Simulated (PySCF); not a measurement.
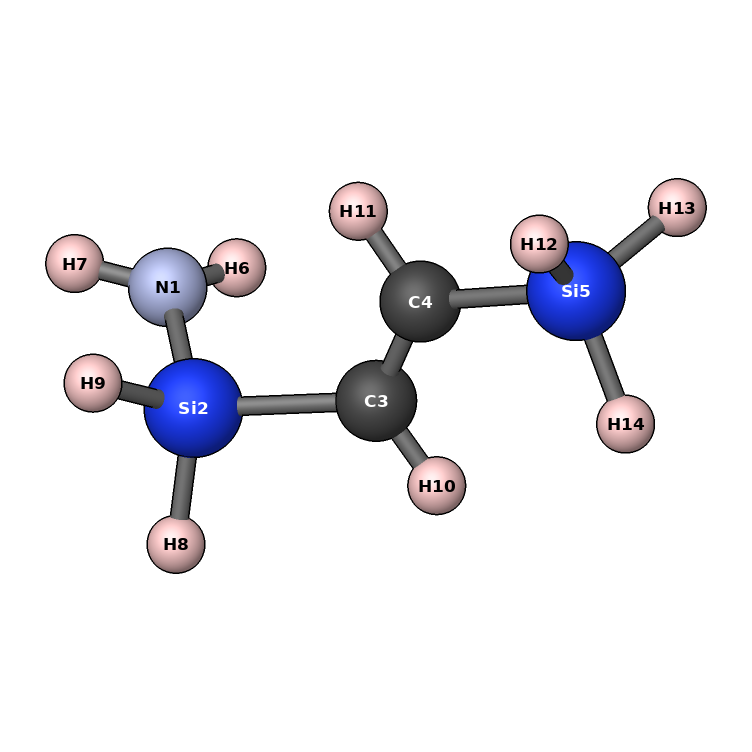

Geometry: a frame of a GFN2-xTB molecular-dynamics simulation, not a minimum. Level of theory: GIAO PBE0/pcSseg-1 NMR shielding, non-relativistic, gas phase (PySCF 2.14.0). Principal shieldings σ11 ≤ σ22 ≤ σ33, span Ω = σ33 − σ11, skew κ = 3(σiso − σ22)/Ω.

Give the shielding tensors of the N atoms.

```tsv
atom	σ11	σ22	σ33	σiso	Ω	κ
N1	211.0	274.4	297.6	261.0	86.6	−0.46
```

Shieldings and span in ppm.
